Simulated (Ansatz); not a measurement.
Consider C₆H₁₀Si.

```xyz
17

C    -0.7864   -1.2548   -0.4670
C    -0.5356   -0.4322   -1.5201
C     0.5801   -0.6728   -2.4303
C     1.5730   -1.5205   -2.0849
C     1.5394   -2.2132   -0.7512
C     0.1026   -2.4738   -0.2950
Si   -2.2376   -0.9767    0.6740
H    -3.0049    0.2282    0.2378
H    -1.7814   -0.7861    2.0879
H    -3.1464   -2.1680    0.6745
H    -1.1828    0.4306   -1.7173
H     0.6197   -0.1224   -3.3758
H     2.4409   -1.6582   -2.7391
H     2.1074   -3.1573   -0.7805
H     2.0606   -1.5705   -0.0098
H    -0.3335   -3.2967   -0.8997
H     0.0963   -2.8337    0.7477
```

Geometry: r2SCAN-D4/def2-SVP.

Method: Ansatz 0.2.0, isolated molecule in a Gaussian basis; Kohn-Sham density functional theory, functional PBE0.

> Predict the electron density and electron localisation function between the atoms.

C–C (1.35 Å): ρ at the midpoint is about 2.2 e/Å³; the ELF peaks at about 0.95 between the atoms (a covalent bond).
C–Si (1.87 Å): ρ is about 0.96 e/Å³ halfway; the ELF peaks at about 0.95 between the atoms, as expected for a shared electron pair.
C–H (1.09 Å): ρ is about 1.9 e/Å³ halfway; the ELF climbs to about 1 towards the hydrogen, as it does in any bond to H; an ordinary covalent bond to hydrogen.
C–C (1.46 Å): the density is about 1.8 e/Å³ at the midpoint; the ELF peaks at about 0.95 between the atoms; localised, covalent bonding.

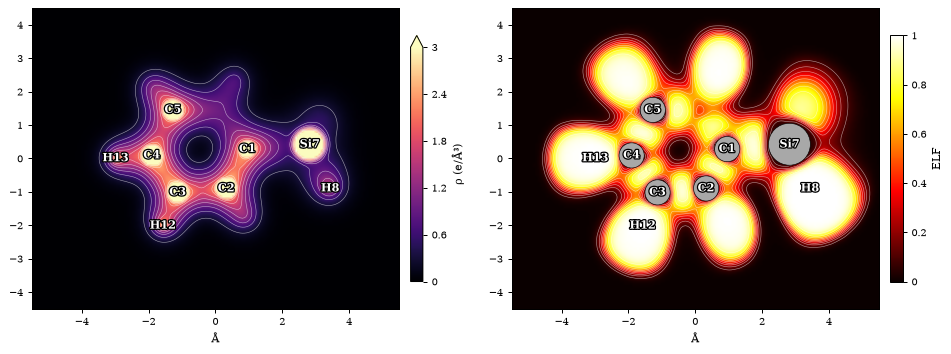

Computed electron density and electron localisation function on the plane of atoms C4, C3 and H12, in this order. Grey discs cover the atomic cores in the ELF map. 
